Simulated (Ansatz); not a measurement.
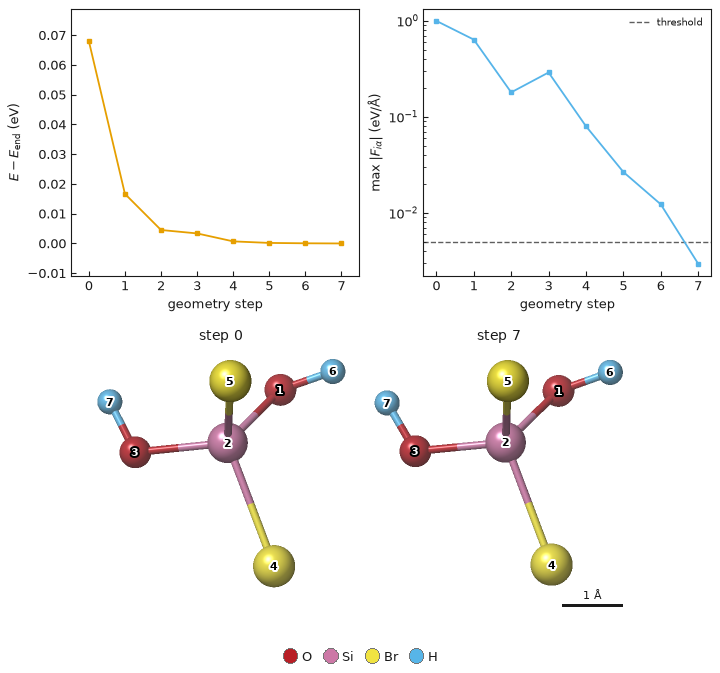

First and last geometry of a relaxation of SiH₂O₂Br₂, with the history of the run. Style: ball-and-stick. Shown at a tilt.

The start comes from PBE-D4/def2-SVP.

The calculation used RKS PBE0-D4/def2-TZVP (Ansatz).

Input
```yaml
crystal:
  periodic: [false, false, false]
  atoms:
    - {symbol: O, position_ang: [-0.808657, 0.251131, 1.167852]}
    - {symbol: Si, position_ang: [-0.035731, -0.069070, -0.266466]}
    - {symbol: O, position_ang: [1.144027, -1.191291, 0.020790]}
    - {symbol: Br, position_ang: [-1.381995, -0.959964, -1.784847]}
    - {symbol: Br, position_ang: [0.798616, 1.839453, -1.095171]}
    - {symbol: H, position_ang: [-1.413104, 1.014851, 1.172699]}
    - {symbol: H, position_ang: [1.758144, -0.953110, 0.739643]}
basis:
  gaussian: {orbitals: def2-TZVP}
hamiltonian: {xc: pbe0, dispersion: d4}
relax: {f_tol: 0.005, max_steps: 150}
```

**What do the curves and the structures tell?**

It converged. After 7 geometry steps the energy has fallen by 0.068 eV. The largest force component goes from 0.99 to 0.003 eV/Å. The largest moves after the best rigid fit, 0.039 Å, are those of O3 and Br5. By element the largest moves are O 0.039 Å, Br 0.039 Å, H 0.031 Å, Si 0.012 Å. Some distances before and after: O1–Si2 1.660 → 1.623 Å, Si2–O3 1.653 → 1.616 Å, Si2–Br5 2.242 → 2.214 Å, Si2–Br4 2.216 → 2.193 Å. Bond angles that change, for instance: Si2–O3–H7 114.3° → 117.6°.

```
step  E − E(0), eV  largest force component, eV/Å
   0        0.0000                         0.9948
   1       -0.0513                         0.6356
   2       -0.0635                         0.1795
   3       -0.0646                         0.2891
   4       -0.0673                         0.0797
   5       -0.0678                         0.0266
   6       -0.0680                         0.0123
   7       -0.0680                         0.0030
```
